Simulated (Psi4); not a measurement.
# SiH4O3 (SMILES O[SiH](O)O), step by step

We compute a geometry optimisation (wB97X-D/def2-SVP), then the harmonic vibrations of SiH4O3. 

Program for the calculation: Psi4 1.11.

**1. The molecule**

SiH4O3 has 8 atoms, charge 0, and is taken as a singlet. SMILES: `O[SiH](O)O`. The shape is that of a PBE0-D4/def2-TZVP optimisation. This is one conformer, not always the lowest. The run starts from this shape.

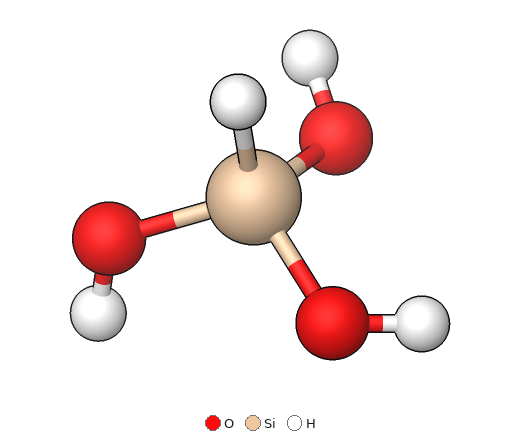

Viewed from a chosen angle; oxygen red, silicon light orange, hydrogen white.

**2. A structure relaxation at wB97X-D/def2-SVP (density fitting) (run 1)**

h4o3si.xyz

```xyz
8
H4O3Si
O      0.057900     1.618800    -0.225000
Si    -0.171600     0.082600     0.269200
O      1.169300    -0.861100     0.196500
O     -1.250800    -0.639700    -0.721300
H      0.176800     1.769800    -1.164500
H     -0.642800     0.209400     1.662000
H      1.894900    -0.655000     0.786800
H     -1.141700    -1.581700    -0.859700
```

job.py

```python
import psi4

psi4.set_memory(1600000000)
psi4.set_num_threads(1)
psi4.core.set_output_file('h4o3si.out', False)

with open('h4o3si.xyz') as f:
    atoms = ''.join(f.readlines()[2:])
geom = psi4.geometry('0 1\n' + atoms + '')

psi4.set_options({
    'basis': 'def2-SVP',
    'reference': 'rks',
    'geom_maxiter': 60,
})

energy_value = psi4.optimize('wb97x-d', molecule=geom)
print(f'wb97x-d energy: {energy_value:.10f} Eh')
geom.save_xyz_file('final.xyz', False)
```

Run with:

```sh
python job.py
```

h4o3si.out:

```text
[...]
  Running in c1 symmetry.
[...]
  Nuclear repulsion =  189.250122371776172
[...]
  Multiplicity = 1
[...]
  Nalpha       = 21
  Nbeta        = 21
[...]
    Number of basis functions: 80
[...]
   @DF-RKS iter   1:  -517.04586496102547   -4.48259e-01   1.14857e-02 ADIIS/DIIS
[...]
   @DF-RKS iter   8:  -517.36201660254653   -1.13687e-13   2.97465e-09 DIIS
[...]
  @DF-RKS Final Energy:  -517.36201660254653
   => Energetics <=
    Nuclear Repulsion Energy =            187.6118772281855058
    One-Electron Energy =               -1088.2503823172316970
    Two-Electron Energy =                 417.6196863989399617
    DFT Exchange-Correlation Energy =     -34.3414012681534402
    Empirical Dispersion Energy =          -0.0017966442868380
    VV10 Nonlocal Energy =                  0.0000000000000000
    Total Energy =                       -517.3620166025465323
[...]
 Multipole Moments:
 ------------------------------------------------------------------------------------
     Multipole            Electronic (a.u.)      Nuclear  (a.u.)        Total (a.u.)
 ------------------------------------------------------------------------------------
 L = 1.  Multiply by 2.5417464519 to convert [e a0] to [Debye]
 Dipole X            :          0.0424549            0.5170611            0.5595160
 Dipole Y            :          0.0658308           -0.4346058           -0.3687750
 Dipole Z            :         -0.6339078            0.5374692           -0.0964386
 Magnitude           :                                                    0.6770181
[...]
  -Total Gradient:
     Atom            X                  Y                   Z
    ------   -----------------  -----------------  -----------------
       1        0.000012386718     0.000002231266    -0.000119813758
       2       -0.000065486363     0.000027101998    -0.000137997385
       3       -0.000006312799     0.000017865179    -0.000084139125
       4        0.000021282361     0.000063237855    -0.000152240790
       5        0.000002544028     0.000005850431    -0.000145478870
       6        0.000000265058     0.000030219909    -0.000092952974
       7       -0.000049181805    -0.000022169826    -0.000039841578
       8       -0.000027122702     0.000003078324    -0.000095960402
[...]
    Final optimized geometry and variables:
    Molecular point group: c1
    Full point group: C1
    Geometry (in Angstrom), charge = 0, multiplicity = 1:
    O            0.131974432044     1.581922093258    -0.189146193146
    SI          -0.112939366703     0.036616771540     0.329370454609
    O            1.237830999668    -0.922293003976     0.243833635545
    O           -1.207127228689    -0.694422897094    -0.666633183325
    H            0.211975299713     1.708579213775    -1.138407334714
    H           -0.571513855074     0.175038546710     1.726351057267
    H            1.963704419335    -0.725825709657     0.839959280411
    H           -1.050823389366    -1.622059882158    -0.859106983506
[...]
```

The script printed:

```text
Some dependencies such as QCElemental have not yet finished migration to pydantic v2. If issues are encountered please downgrade pydantic or upgrade QCElemental as appropriate
	Energy has increased in a minimization.
	Energy ratio indicates iffy step.
	Intrafrag trust radius decreased to   0.25.
Optimizer: Optimization complete!
wb97x-d energy: -517.3620166025 Eh
```

Wall time 70 s (1 thread of AMD EPYC 7R43 (Zen 3), shared host); peak memory 0.64 GiB.

Steps, from the record of the run:

```csv
step,energy from the first frame kept (eV),largest force (eV/Å)
0,0.0000,0.6520
1,-0.0152,0.1477
2,-0.0159,0.0420
3,-0.0161,0.0218
4,-0.0162,0.0169
5,-0.0162,0.0162
6,-0.0163,0.0139
7,-0.0163,0.0085
```

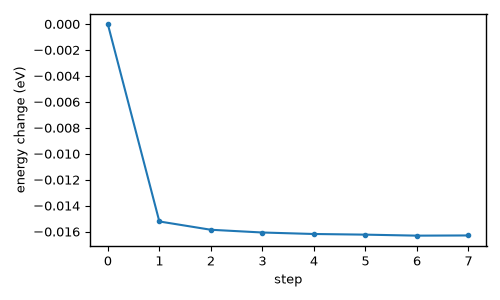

Energy along the run.

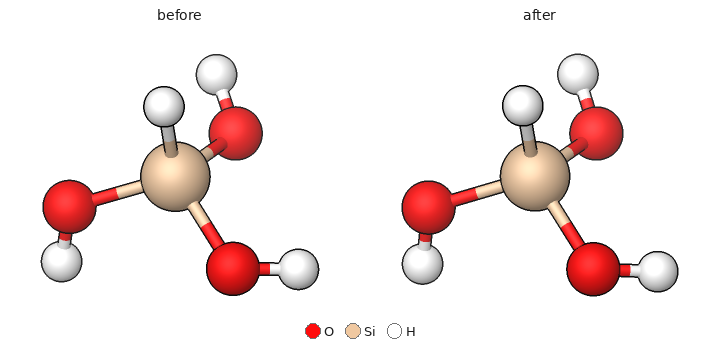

Before and after, at one scale.

After the run. Bond lengths: O1–Si2 1.648 Å, Si2–O3 1.659 Å, Si2–O4 1.650 Å, O1–H5 0.961 Å, Si2–H6 1.477 Å, O3–H7 0.960 Å, O4–H8 0.960 Å. Angles: O1–Si2–O3 113.9°, O1–Si2–O4 108.9°, O3–Si2–O4 104.6°, O1–Si2–H6 104.8°, O3–Si2–H6 110.8°, O4–Si2–H6 114.0°, Si2–O1–H5 116.5°, Si2–O3–H7 117.7°, Si2–O4–H8 116.2°.

**3. Vibrational wavenumbers at wB97X-D/def2-SVP (density fitting) (run 2)**

job.dat

```
memory 1600 MB

molecule {
  O      0.13390221     3.08244756    -0.45272547
  Si    -0.32891817     0.16224433     0.52712965
  O      2.22366908    -1.64983295     0.36548815
  O     -2.39663382    -1.21922106    -1.35504513
  H      0.28508219     3.32179460    -2.24656878
  H     -1.19549744     0.42382400     3.16704115
  H      3.59537025    -1.27856413     1.49200303
  H     -2.10126207    -2.97220093    -1.71876638
  units au
}

set {
  t 900.0
  rotational_symmetry_number 1
}

E, wfn = frequency('wb97x-d/def2-SVP', return_wfn=True)
```

Run with:

```sh
psi4 -i job.dat -o job.out -n 1
```

job.out:

```text
[...]
  Running in c1 symmetry.
[...]
  Nuclear repulsion =  187.611850465882952
[...]
  Multiplicity = 1
[...]
  Nalpha       = 21
  Nbeta        = 21
[...]
    Number of basis functions: 80
[...]
   @DF-RKS iter   1:  -517.04724548839829   -5.07482e-01   1.14565e-02 ADIIS/DIIS
[...]
   @DF-RKS iter  12:  -517.36201482748641    4.54747e-13   1.35265e-09 DIIS
[...]
  @DF-RKS Final Energy:  -517.36201482748641
   => Energetics <=
    Nuclear Repulsion Energy =            187.6014613042731867
    One-Electron Energy =               -1088.2321731669765086
    Two-Electron Energy =                 417.6113430318104633
    DFT Exchange-Correlation Energy =     -34.3408494383269982
    Empirical Dispersion Energy =          -0.0017965582666243
    VV10 Nonlocal Energy =                  0.0000000000000000
    Total Energy =                       -517.3620148274864050
[...]
  -Total Gradient:
     Atom            X                  Y                   Z
    ------   -----------------  -----------------  -----------------
       1        0.000015272972    -0.000007041618    -0.000122535406
       2       -0.000043527355     0.000076922741    -0.000113978228
       3       -0.000956900292    -0.000214995636    -0.000852447636
       4       -0.000003920028     0.000422829555    -0.000044685197
       5        0.000003009278     0.000007228577    -0.000146517396
       6        0.000005504556     0.000027636179    -0.000091095183
       7        0.000869800190     0.000224437056     0.000726191732
       8       -0.000000014659    -0.000409370311    -0.000222372195
[...]
  ==> Harmonic Vibrational Analysis <==
[...]
  Freq [cm^-1]                 166.4873            231.1295            246.4200
[...]
  IR activ [km/mol]            170.8879            22.7455             44.1705
[...]
  Freq [cm^-1]                 307.9172            372.9201            392.9257
[...]
  IR activ [km/mol]            27.4914             99.3127             115.9698
[...]
  Freq [cm^-1]                 753.6726            783.2338            805.2438
[...]
  IR activ [km/mol]            119.4800            59.8147             189.9732
[...]
  Freq [cm^-1]                 844.4985            857.5136            916.4111
[...]
  IR activ [km/mol]            76.3764             83.2643             50.0689
[...]
  Freq [cm^-1]                 982.1349            998.4479           2321.0616
[...]
  IR activ [km/mol]            273.3991            320.9210            157.7589
[...]
  Freq [cm^-1]                3958.4638           3970.6376           3976.0906
[...]
  IR activ [km/mol]            111.7628            118.6475            97.0528
[...]
  Total E_0, Enthalpy at 0 [K]                                                         -517.30988027 [Eh]
[...]
  Total H, Enthalpy at  900.00 [K]                                                     -517.27405138 [Eh]
[...]
  Total G, Gibbs energy at  900.00 [K]                                                 -517.42749185 [Eh]
[...]
```

The script printed:

```text
Warning: used thermodynamics relations inappropriate for low-frequency modes: ['166.4873' '231.1295' '246.4200' '307.9172' '372.9201' '392.9257']
```

It took 6.6 min on 1 thread of AMD EPYC 7R43 (Zen 3), shared host; peak memory 0.61 GiB.

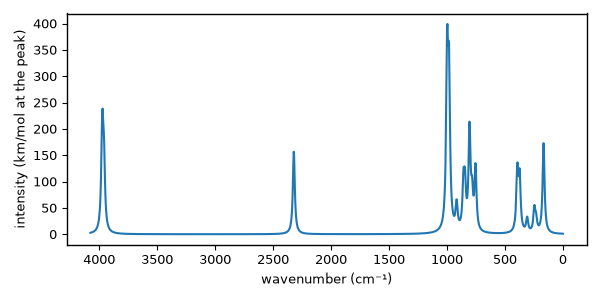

Harmonic infrared spectrum, unscaled, lines broadened by 10 cm⁻¹.

**4. Outcome**

```
                                                                       quantity              value
                               run 1, wB97X-D/def2-SVP: total energy at the end      -517.36202 Eh
                                         run 1, wB97X-D/def2-SVP: dipole moment             1.72 D
                                           run 1, wB97X-D/def2-SVP: HOMO energy          -10.75 eV
                                           run 1, wB97X-D/def2-SVP: LUMO energy            3.34 eV
                                         run 1, wB97X-D/def2-SVP: HOMO–LUMO gap           14.08 eV
                                     run 1, wB97X-D/def2-SVP: dispersion energy       -4.72 kJ/mol
                            run 2, wB97X-D/def2-SVP: lowest harmonic wavenumber           166 cm⁻¹
                           run 2, wB97X-D/def2-SVP: highest harmonic wavenumber          3976 cm⁻¹
                                     run 2, wB97X-D/def2-SVP: zero-point energy       136.9 kJ/mol
run 2, wB97X-D/def2-SVP: ideal-gas entropy at 900 K (symmetry number 1 as used)  107.0 cal/(mol K)
```

The optimisation (run 1, wB97X-D/def2-SVP) took 8 steps and changed the energy by -0.016 eV. All 18 modes (run 2, wB97X-D/def2-SVP) are real, so the shape is a minimum at this level.
